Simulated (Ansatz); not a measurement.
**IrAu in the L11 ordering: lattice stability ahead of a resistivity run**

The plan: relax IrAu in the L11 ordering, check its phonons, and, if the lattice is stable, compute its Eliashberg function and ρ(T).

Calculated with Ansatz 0.2.0; DFT PBE, scalar-relativistic, plane waves, PAW.

The structure was built from a prototype and need not be the compound's stable phase.

## Step 1: Set-up

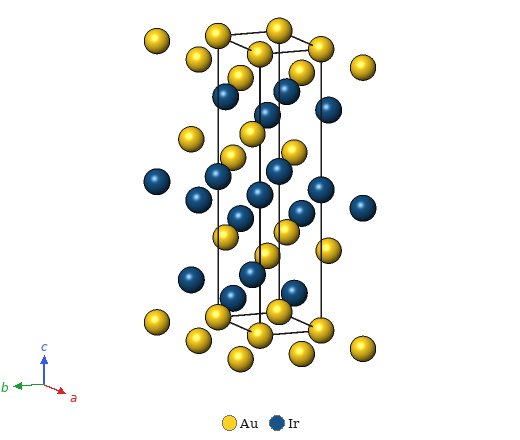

The cell as given, from a free direction (gold yellow, iridium blue). 2×2×1 cells are drawn. This picture shows the conventional cell, with its axes. Some periodic images of atoms are drawn too.

## Step 2: Relaxing cell and atoms

Lattice constant and positions set the bands and the force constants, so the cell is relaxed first.

The input, input.yaml:

```yaml
crystal:
  lattice:
    - [3.96363, 1.98182, 1.98182]
    - [1.98182, 3.96363, 1.98182]
    - [1.98182, 1.98182, 3.96363]
  atoms:
    - { symbol: Au, position: [0.0, 0.0, 0.0] }
    - { symbol: Ir, position: [0.5, 0.5, 0.5] }
kpoints:
  mp_grid: { grid: [12, 12, 12] }
hamiltonian:
  xc: pbe
scf:
  occupations: { method: gaussian, width: 0.1 }
output:
  forces: true
  stress: true
  eigenvalues: true
  write_density: true
  write_potential: true
  elf: true
  volumetric_format: npy
relax:
  adjacent_minimum: "off"
  f_tol: 0.005
  max_steps: 80
  cell: { stress_tol: 0.05 }
```

On the command line:

```
ansatz run input.yaml --threads 4 --pin off --max-ram 8192MiB --backend cpu --events-out ev --progress --plain --runs-dir out
```

Numbers of over 12 decimals in the logs are rounded to 6 here.

What it wrote:

```text
basis.fft_grid_basis auto: the FFT boxes are laid along the combinations [[1, -1, 0], [0, 1, 0], [0, -1, 1]] of the cell's own vectors, 2.803, 4.854 and 2.803 Å long. The dense box has 20×36×20 points. Along the cell's own vectors, as sized, it would have 36×36×36, 3.24 times as many. Of the 12 symmetry operations that the crystal satisfies within crystal.symmetry.tolerance (time reversal apart; of a slab, those that [...]
Engine: ansatz 0.2.0, x86_64-unknown-linux-gnu
Pseudopotentials: kind: paw
Pseudopotential: Au, paw, valence charge 19, recommended cutoff 420 eV (normal), Au.paw.azcp
Pseudopotential: Ir, paw, valence charge 17, recommended cutoff 420 eV (normal), Ir.paw.azcp
Functional definition: PBE
  parameter kappa = 0.804
  parameter beta = 0.066725
  exchange = pbe_x(kappa = kappa, mu = beta*pi^2/3)
  correlation = pbe_c(beta = beta)
Crystal: 2 atoms, lattice volume = 31.135 Å³
Basis set: ecut = 420 eV, 609 PW (Γ), FFT grids on a1−a2, a2, −a2+a3, exchange–correlation on 40×72×40 points (8 copies of the dense FFT grid, shifted against one another)
Bands: 22, of which v1, the nominal top of the filled ones, is band 18 counted from 1 (17 counted from 0)
Symmetry: 12 space group operations
Space group: R-3m (ITA 166), of the structure as read, at distance tolerance 3.1e-5 Å
k-points: 189 of 1728
Non-local potential: Au, projectors of the file, l = 0: 3, l = 1: 2, l = 2: 2, l = 3: 1
Non-local potential: Ir, projectors of the file, l = 0: 3, l = 1: 2, l = 2: 2, l = 3: 1
PAW form: soft (Blöchl's): semilocal exchange-correlation on the pseudo side does not see the compensation charge
PAW one-centre angular grid: Au, 590 points (default); XC on 64 Gauss nodes
PAW one-centre angular grid: Ir, 590 points (default); XC on 64 Gauss nodes
Initial density: superposition of atomic densities (neutral atoms: chi_scale 0, normalization atom), corrected by the library's trained network
Initial wavefunctions: pseudopotential atomic-orbital guess
Functional: x = pbe(κ = 0.804, μ = 0.219515), c = pbe(β = 0.066725)
SCF iter   1: F=—  HF=-25083.857803 eV  |F-HF|=—  |Δ(HF+E_count)|=         —  Δρ=4.95e-3  dr2=1.29e-2  ethr=1.77e-3  ⟨swp⟩=4.3  Hψ=15533  notcnv=0
preconditioner: auto → Kerker (q_TF=auto, 2.795 Å⁻¹)  [metal: Δε(μ)=0.012 eV  Ē_g=9.495 eV  σ=0.100 eV  W_gap=0.07  n_scr=16 (ndim 8)  ℏωp=29.8 eV  f_vac=0.000  D(μ)=2.52/eV (n_scr^D=28)]
SCF iter   2: F=—  HF=-25083.857711 eV  |F-HF|=—  |Δ(HF+E_count)|=   9.22e-5  Δρ=2.76e-3  dr2=3.28e-3  ethr=3.59e-5  ⟨swp⟩=1.0  Hψ=5678  notcnv=0
SCF iter   3: F=—  HF=-25083.857404 eV  |F-HF|=—  |Δ(HF+E_count)|=   3.07e-4  Δρ=8.19e-4  dr2=6.19e-4  ethr=9.10e-6  ⟨swp⟩=1.2  Hψ=4506  notcnv=0
SCF iter   4: F=—  HF=-25083.857280 eV  |F-HF|=—  |Δ(HF+E_count)|=   1.24e-4  Δρ=2.86e-4  dr2=2.33e-5  ethr=1.72e-6  ⟨swp⟩=1.7  Hψ=5110  notcnv=0
SCF iter   5: F=—  HF=-25083.857278 eV  |F-HF|=—  |Δ(HF+E_count)|=   1.89e-6  Δρ=4.84e-5  dr2=6.07e-7  ethr=6.47e-8  ⟨swp⟩=2.4  Hψ=5846  notcnv=0
SCF iter   6: F=-25083.857278 eV  HF=-25083.857278 eV  |F-HF|=1.31e-8  |Δ(HF+E_count)|=   1.07e-7  Δρ=1.12e-5  dr2=3.50e-8  ethr=2.78e-10  ⟨swp⟩=8.6  Hψ=26783  notcnv=0
SCF 1 converged in 6 iterations: F = -25083.857278 eV  dr2 = 3.50e-8
  greatest PAW one-centre occupation: 1.000 electrons in one spin orbital (limit 2), on the Au atom at site 0 (counted from 0), in its partial waves of l = 0
relax step   1: F+E_penalty+E_count = -25083.85727794 eV  Δ(F+E_penalty+E_count) = +0.000e0 eV  max|allowed force component| = 2.006e-28 eV/Å  Δτ_max = 0.0000 Å  P = +7.280 GPa  Ω = 31.135 Å³  (6 SCF iters, dr2 threshold 1.00e-7 eV, accepted)
Crystal: 2 atoms, lattice volume = 33.902 Å³
Basis set: ecut = 420 eV, 663 PW (Γ), FFT grids on a1−a2, a2, −a2+a3, exchange–correlation on 40×72×40 points (8 copies of the dense FFT grid, shifted against one another)
Initial density: handed on by an earlier stage of this run
Initial wavefunctions: those handed on with the density
iter 1 solved again at ethr=7.26e-4 eV; its pass at ethr=3.10e-3 eV (dr2=2.61e-1 eV) is discarded
SCF iter   1: F=—  HF=-25083.852228 eV  |F-HF|=—  |Δ(HF+E_count)|=         —  Δρ=1.61e-2  dr2=2.62e-1  ethr=7.26e-4  ⟨swp⟩=1.0  Hψ=21235  notcnv=0
preconditioner: auto → Kerker (q_TF=auto, 2.756 Å⁻¹)  [metal: Δε(μ)=0.004 eV  Ē_g=8.767 eV  σ=0.100 eV  W_gap=0.02  n_scr=16 (ndim 8)  ℏωp=28.5 eV  f_vac=0.000  D(μ)=3.02/eV (n_scr^D=36)]
SCF iter   2: F=—  HF=-25083.814991 eV  |F-HF|=—  |Δ(HF+E_count)|=   3.72e-2  Δρ=5.54e-3  dr2=2.94e-2  ethr=7.26e-4  ⟨swp⟩=2.0  Hψ=4740  notcnv=0
SCF iter   3: F=—  HF=-25083.809997 eV  |F-HF|=—  |Δ(HF+E_count)|=   4.99e-3  Δρ=3.20e-3  dr2=6.77e-3  ethr=8.17e-5  ⟨swp⟩=1.0  Hψ=5582  notcnv=0
SCF iter   4: F=—  HF=-25083.808086 eV  |F-HF|=—  |Δ(HF+E_count)|=   1.91e-3  Δρ=6.17e-4  dr2=2.84e-4  ethr=1.88e-5  ⟨swp⟩=2.9  Hψ=7810  notcnv=0
SCF iter   5: F=—  HF=-25083.808037 eV  |F-HF|=—  |Δ(HF+E_count)|=   4.91e-5  Δρ=1.63e-4  dr2=7.79e-6  ethr=7.90e-7  ⟨swp⟩=1.3  Hψ=4798  notcnv=0
SCF iter   6: F=—  HF=-25083.808031 eV  |F-HF|=—  |Δ(HF+E_count)|=   6.64e-6  Δρ=4.44e-5  dr2=5.48e-7  ethr=2.16e-8  ⟨swp⟩=2.0  Hψ=5926  notcnv=0
SCF iter   7: F=-25083.808031 eV  HF=-25083.808031 eV  |F-HF|=1.29e-8  |Δ(HF+E_count)|=  2.18e-10  Δρ=8.80e-6  dr2=2.64e-8  ethr=5.56e-10  ⟨swp⟩=8.5  Hψ=26413  notcnv=0
SCF 2 converged in 7 iterations: F = -25083.808031 eV  dr2 = 2.64e-8
relax step   2: F+E_penalty+E_count = -25083.80803064 eV  Δ(F+E_penalty+E_count) = +4.925e-2 eV  max|allowed force component| = 1.851e-28 eV/Å  Δτ_max = 0.0000 Å  P = -11.130 GPa  Ω = 33.902 Å³  energy of the carried Pulay correction = -1.176e-3 eV  (7 SCF iters, dr2 threshold 2.00e-7 eV, rejected (line search))
Crystal: 2 atoms, lattice volume = 32.174 Å³
iter 1 solved again at ethr=2.69e-4 eV; its pass at ethr=3.10e-3 eV (dr2=9.69e-2 eV) is discarded
SCF iter   1: F=—  HF=-25083.891946 eV  |F-HF|=—  |Δ(HF+E_count)|=         —  Δρ=1.03e-2  dr2=9.69e-2  ethr=2.69e-4  ⟨swp⟩=1.0  Hψ=21755  notcnv=0
preconditioner: auto → Kerker (q_TF=auto, 2.780 Å⁻¹)  [metal: Δε(μ)=0.003 eV  Ē_g=9.132 eV  σ=0.100 eV  W_gap=0.02  n_scr=16 (ndim 8)  ℏωp=29.3 eV  f_vac=0.000  D(μ)=2.78/eV (n_scr^D=28)]
SCF iter   2: F=—  HF=-25083.882824 eV  |F-HF|=—  |Δ(HF+E_count)|=   9.12e-3  Δρ=5.63e-3  dr2=3.55e-2  ethr=2.69e-4  ⟨swp⟩=1.0  Hψ=4158  notcnv=0
SCF iter   3: F=—  HF=-25083.877207 eV  |F-HF|=—  |Δ(HF+E_count)|=   5.62e-3  Δρ=1.29e-3  dr2=2.08e-3  ethr=9.87e-5  ⟨swp⟩=1.0  Hψ=4159  notcnv=0
SCF iter   4: F=—  HF=-25083.876765 eV  |F-HF|=—  |Δ(HF+E_count)|=   4.43e-4  Δρ=3.35e-4  dr2=4.79e-5  ethr=5.79e-6  ⟨swp⟩=1.6  Hψ=4806  notcnv=0
SCF iter   5: F=—  HF=-25083.876752 eV  |F-HF|=—  |Δ(HF+E_count)|=   1.26e-5  Δρ=8.20e-5  dr2=2.27e-6  ethr=1.33e-7  ⟨swp⟩=2.0  Hψ=5981  notcnv=0
SCF iter   6: F=—  HF=-25083.876753 eV  |F-HF|=—  |Δ(HF+E_count)|=   1.18e-6  Δρ=1.36e-5  dr2=5.67e-8  ethr=6.30e-9  ⟨swp⟩=2.3  Hψ=7062  notcnv=0
SCF iter   7: F=—  HF=-25083.876753 eV  |F-HF|=—  |Δ(HF+E_count)|=   5.01e-9  Δρ=3.11e-6  dr2=2.07e-9  ethr=1.58e-10  ⟨swp⟩=2.2  Hψ=6571  notcnv=0
SCF iter   8: F=—  HF=-25083.876753 eV  |F-HF|=—  |Δ(HF+E_count)|=  2.40e-10  Δρ=6.72e-7  dr2=8.15e-11  ethr=5.76e-12  ⟨swp⟩=2.1  Hψ=7066  notcnv=0
SCF iter   9: F=-25083.876753 eV  HF=-25083.876753 eV  |F-HF|=3.64e-12  |Δ(HF+E_count)|=  1.46e-11  Δρ=1.66e-7  dr2=1.04e-11  ethr=1.00e-12  ⟨swp⟩=5.1  Hψ=17258  notcnv=0
SCF 3 converged in 9 iterations: F = -25083.876753 eV  dr2 = 1.04e-11
relax step   3: F+E_penalty+E_count = -25083.87675316 eV  Δ(F+E_penalty+E_count) = -1.948e-2 eV  max|allowed force component| = 1.283e-28 eV/Å  Δτ_max = 0.0000 Å  P = -0.851 GPa  Ω = 32.174 Å³  energy of the carried Pulay correction = -4.534e-4 eV  (9 SCF iters, accepted)
[...]
relax step   4: F+E_penalty+E_count = -25083.87712367 eV  Δ(F+E_penalty+E_count) = -3.705e-4 eV  max|allowed force component| = 1.346e-27 eV/Å  Δτ_max = 0.0000 Å  P = -0.054 GPa  Ω = 32.062 Å³  energy of the carried Pulay correction = -4.052e-4 eV  (5 SCF iters, dr2 threshold 2.00e-7 eV, accepted)
[...]
relax step   5: F+E_penalty+E_count = -25083.87712979 eV  Δ(F+E_penalty+E_count) = -6.122e-6 eV  max|allowed force component| = 3.366e-29 eV/Å  Δτ_max = 0.0000 Å  P = +0.003 GPa  Ω = 32.055 Å³  energy of the carried Pulay correction = -4.019e-4 eV  (4 SCF iters, dr2 threshold 1.53e-8 eV, accepted)
Initial wavefunctions: pseudopotential atomic-orbital guess (no wavefunctions were taken with the density)
iter 1 solved again at ethr=5.50e-9 eV; its pass at ethr=3.10e-3 eV (dr2=1.98e-6 eV) is discarded
SCF iter   1: F=—  HF=-25083.877427 eV  |F-HF|=—  |Δ(HF+E_count)|=         —  Δρ=2.79e-4  dr2=8.06e-7  ethr=5.50e-9  ⟨swp⟩=4.0  Hψ=30219  notcnv=0
preconditioner: auto → Kerker (q_TF=auto, 2.782 Å⁻¹)  [metal: Δε(μ)=0.008 eV  Ē_g=9.212 eV  σ=0.100 eV  W_gap=0.05  n_scr=16 (ndim 8)  ℏωp=29.3 eV  f_vac=0.000  D(μ)=2.68/eV (n_scr^D=28)]
SCF iter   2: F=—  HF=-25083.877471 eV  |F-HF|=—  |Δ(HF+E_count)|=   4.40e-5  Δρ=1.42e-4  dr2=2.10e-7  ethr=2.24e-9  ⟨swp⟩=1.0  Hψ=4158  notcnv=0
SCF iter   3: F=—  HF=-25083.877486 eV  |F-HF|=—  |Δ(HF+E_count)|=   1.55e-5  Δρ=3.99e-6  dr2=1.86e-9  ethr=5.82e-10  ⟨swp⟩=2.2  Hψ=4965  notcnv=0
SCF iter   4: F=—  HF=-25083.877486 eV  |F-HF|=—  |Δ(HF+E_count)|=   7.05e-9  Δρ=6.86e-7  dr2=9.07e-11  ethr=5.15e-12  ⟨swp⟩=2.1  Hψ=7485  notcnv=0
SCF iter   5: F=—  HF=-25083.877486 eV  |F-HF|=—  |Δ(HF+E_count)|=  3.64e-12  Δρ=2.99e-7  dr2=3.32e-11  ethr=1.00e-12  ⟨swp⟩=5.1  Hψ=17306  notcnv=0
SCF iter   6: F=-25083.877486 eV  HF=-25083.877486 eV  |F-HF|=7.28e-12  |Δ(HF+E_count)|=  3.64e-12  Δρ=1.71e-7  dr2=6.67e-12  ethr=1.00e-12  ⟨swp⟩=5.0  Hψ=15666  notcnv=0
SCF 6 converged in 6 iterations: F = -25083.877486 eV  dr2 = 6.67e-12
relax step   6: F+E_penalty+E_count = -25083.87748618 eV  Δ(F+E_penalty+E_count) = -3.564e-4 eV  max|allowed force component| = 9.256e-29 eV/Å  Δτ_max = 0.0000 Å  P = -0.012 GPa  Ω = 32.055 Å³  stress off target by 2.45e-2 GPa  SCF on the basis re-selected at this cell (its energy is not comparable with the rows above)  (6 SCF iters)
basis re-selected at this cell: Δ(F+E_penalty+E_count) = -3.564e-4 eV, ΔP = -0.015 GPa vs the last step (what re-selecting the basis moved, of the pressure what is left beyond the Pulay correction that the steps carried, after the strain that the cell walked since its last selection, with what the two solves' SCF thresholds leave and, on support functions, any second-order correction that the steps lacked; it is no m [...]
SCF converged after 6 iterations
Free energy (F): -25083.877486 eV
Harris-Foulkes:  -25083.877486 eV  (|F-HF|=7.28e-12)
Internal energy: -25083.864106 eV  (E = F + TS)
E sigma→0 (E₀):  -25083.870796 eV
Entropy (-TS):   -0.013380 eV (-6.690 meV/atom)
Fermi energy:    21.940910 eV
--- Per-component energies (eV) ---
  E_band       = -316.276740
  E_kinetic    = 1226.180019
  E_local      = -2839.657427  (includes V_loc(G=0)·N_el)
  E_nonlocal   = 146.647139
  E_hartree    = 1158.705276
  E_xc         = -495.286545
  E_vxc        = -574.422946  (∫ρ·V_xc dr)
  E_paw        = -18929.551439  (= ΣΔE_a)
  E_vpaw       = -592.435626  (= ΣTr[D̂ρ^β])
  E_aug_tail   = 0.001510  (compensation charges beyond the density's cutoff)
  E_ewald      = -5350.902638
  E_smearing   = -0.013380  (= −TS)
  E_closure    = -0.000000  (closes the sum)
  Σ components = -25083.877486   (vs F -25083.877486, Δ=0.00e0)
--- Forces (eV/Å), atoms counted from 1 ---
  atom   1  Au    -0.00000000     0.00000000    -0.00000000
  atom   2  Ir    -0.00000000     0.00000000     0.00000000
  max |Σ_I F_I| component: 1.51e-28 eV/Å
--- Stress (GPa, compression-positive) ---
       -0.011661       0.012835       0.012835
        0.012835      -0.011661       0.012835
        0.012835       0.012835      -0.011661
  P = ⅓ Tr σ = -0.0117 GPa (-0.117 kbar)
--- Band table (eV; the first three rows and the last of 189) ---
  k-point 0: bands = [... 14 lower, 18.1731, 20.1185, 20.1185, 21.3473, 22.2161, 22.2161, 27.0714, 35.8558]
  k-point 1: bands = [... 14 lower, 18.2547, 19.8845, 20.2383, 20.5978, 22.1329, 23.2845, 27.0705, 36.1994]
  k-point 2: bands = [... 14 lower, 18.4489, 19.3646, 19.9644, 20.6262, 21.9072, 24.6343, 27.3139, 35.9803]
  k-point 188: bands = [... 14 lower, 18.8699, 18.8699, 19.4759, 19.4759, 21.5787, 21.5787, 34.1220, 34.9223]
--- Relaxed structure (5 steps of the walk, 4 accepted, 1 SCFs on fresh bases) ---
  F+E_penalty+E_count = -25083.87748618 eV   max|allowed force component| = 9.256e-29 eV/Å   (the final SCF, on the basis selected at the relaxed cell)
  cell:  # Å, volume = 32.0545 Å³
    - [4.002655, 2.001713, 2.001713]
    - [2.001713, 4.002655, 2.001713]
    - [2.001713, 2.001713, 4.002655]
  atoms:
    - { symbol: Au, position: [0, 0, 0] }
    - { symbol: Ir, position: [0.500000, 0.500000, 0.5] }
```

Run time: 12 s. Hardware: 4 threads of Intel Xeon Platinum 8259CL at 2.50GHz (Skylake/Cascade Lake), shared host; peak memory 0.51 GiB; 42 s of CPU time.

Relaxation path:

```
step  energy less that of the first step (eV)  largest force component (eV/Å)  pressure (GPa)  volume (Å³)
   1                                   0.0000                          0.0000            7.28        31.13
   2                                   0.0492                          0.0000          -11.13        33.90
   3                                  -0.0195                          0.0000           -0.85        32.17
   4                                  -0.0198                          0.0000           -0.05        32.06
   5                                  -0.0199                          0.0000            0.00        32.05
  6*                                  -0.0202                          0.0000           -0.01        32.05
```

Relaxation steps marked * repeat the geometry before them on a plane-wave basis chosen anew for their cell, so energy and pressure can jump there. Relaxation step 2 was tried and not accepted.

Forces are held to the 12 operations that the run works with; a distortion that breaks them can't arise in this run.

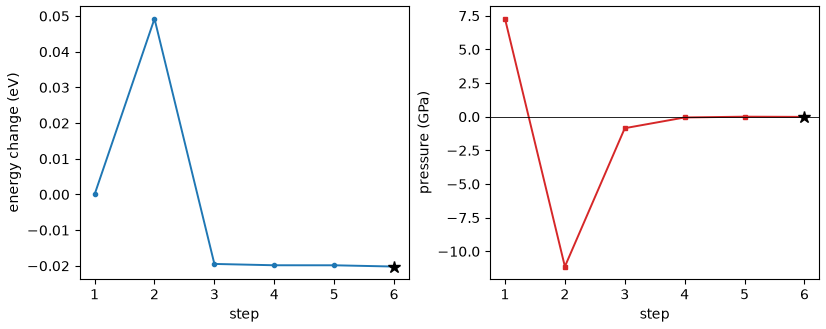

Energy and pressure along the relaxation. Stars mark steps on a basis chosen anew.

```
conventional cell, symmetrised  before   after  change
                         a (Å)   2.803   2.830  +1.0 %
                         b (Å)   2.803   2.830  +1.0 %
                         c (Å)  13.730  13.867  +1.0 %
              volume (Å³/atom)   15.57   16.03  +3.0 %
```

The relaxed structure:

```xyz
2
Lattice="4.0027 2.0017 2.0017 2.0017 4.0027 2.0017 2.0017 2.0017 4.0027" Properties=species:S:1:pos:R:3 pbc="T T T"
Au    0.0000    0.0000    0.0000
Ir    4.0030    4.0030    4.0030
```

This step gave:

```
pressure          : -0.01166 GPa
volume per atom   : 16.03 Å³
metallic on mesh  : yes
gap on the k-mesh : 0 eV
```

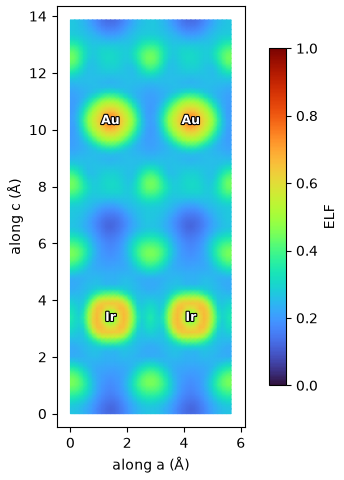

ELF in the ac plane of the conventional cell at fractional y = 0.000, with atoms of Au and Ir within 0.2 Å of it. It is the smooth field of the valence electrons, not physical close to the nuclei. The map starts off the cell's origin, so that atoms lie inside it.

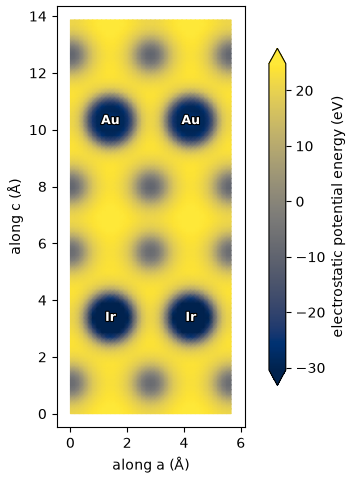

Electrostatic potential energy in the ac plane of the conventional cell at fractional y = 0.000, with atoms of Au and Ir within 0.2 Å of it. With pseudopotentials it is smooth inside the atoms' cores, unlike the true potential. The map starts off the cell's origin, so that atoms lie inside it.

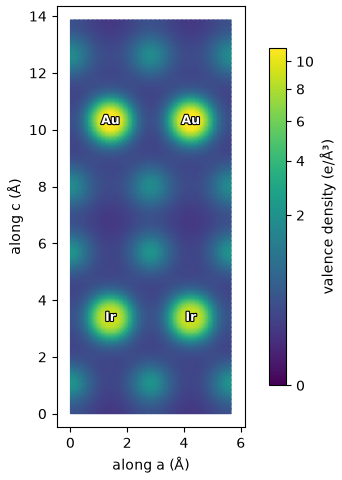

Valence density in the ac plane of the conventional cell at fractional y = 0.000, with atoms of Au and Ir within 0.2 Å of it. It is the smooth field of the valence electrons, not physical close to the nuclei. The map starts off the cell's origin, so that atoms lie inside it. The colour scale is stretched toward low values.

The largest force is now zero by symmetry and the largest stress component 0.013 GPa.

## Step 3: Relaxing tightly for phonons

No force is left; the cell is relaxed once more with another smearing and tight thresholds.

The input, input.yaml:

```yaml
crystal:
  lattice:
    - [4.0026551443, 2.0017129871, 2.0017129871]
    - [2.0017129871, 4.0026551443, 2.0017129871]
    - [2.0017129871, 2.0017129871, 4.0026551443]
  atoms:
    - { symbol: Au, position: [0.0, 0.0, 0.0] }
    - { symbol: Ir, position: [0.5, 0.5, 0.5] }
kpoints:
  mp_grid: { grid: [12, 12, 12] }
hamiltonian:
  xc: pbe
scf:
  occupations: { method: methfessel_paxton, width: 0.2 }
output:
  forces: true
  stress: true
  eigenvalues: true
relax:
  adjacent_minimum: "off"
  f_tol: 0.001
  max_steps: 60
  cell: { stress_tol: 0.01 }
```

What it wrote:

```text
[the first part of the log is left out]
  E_hartree    = 1158.500113
  E_xc         = -495.293610
  E_vxc        = -574.432595  (∫ρ·V_xc dr)
  E_paw        = -18929.550598  (= ΣΔE_a)
  E_vpaw       = -592.434452  (= ΣTr[D̂ρ^β])
  E_aug_tail   = 0.001510  (compensation charges beyond the density's cutoff)
  E_ewald      = -5351.317887
  E_smearing   = -0.001674  (= −TS)
  E_closure    = 0.000000  (closes the sum)
  Σ components = -25083.871024   (vs F -25083.871024, Δ=0.00e0)
[...]
--- Stress (GPa, compression-positive) ---
        0.000049      -0.000415      -0.000415
       -0.000415       0.000049      -0.000415
       -0.000415      -0.000415       0.000049
  P = ⅓ Tr σ = 0.0000 GPa (0.000 kbar)
--- Band table (eV; the first three rows and the last of 189) ---
[...]
--- Relaxed structure (3 steps of the walk, 2 accepted, 1 SCFs on fresh bases) ---
[...]
cell:  # Å, volume = 32.0470 Å³
    - [4.002331, 2.001537, 2.001537]
    - [2.001537, 4.002331, 2.001537]
    - [2.001537, 2.001537, 4.002331]
  atoms:
    - { symbol: Au, position: [0, 0, 0] }
    - { symbol: Ir, position: [0.5, 0.5, 0.500000] }
```

It took 6.7 s on 4 threads; peak memory 0.51 GiB.

Little changed from the start: no atom moved by 0.005 Å and no cell edge by 0.1 %.

This step gave:

| Property | Result |
| --- | --- |
| pressure | 4.91e-5 GPa |
| volume per atom | 16.02 Å³ |

The largest force is now zero by symmetry and the largest stress component 4.2e-4 GPa, small enough for phonons.

(Part 1 of 2 ends here.)

[Logs are printed without paths, hosts, clocks, repeated set-up lines and the standing remarks that a program may print on its own settings, such as how far it seeks lower states.]

[Hosts, paths, dates, database ids (printed as entryN), source tags and the programs' standing remarks are cut or masked in the printed files.]
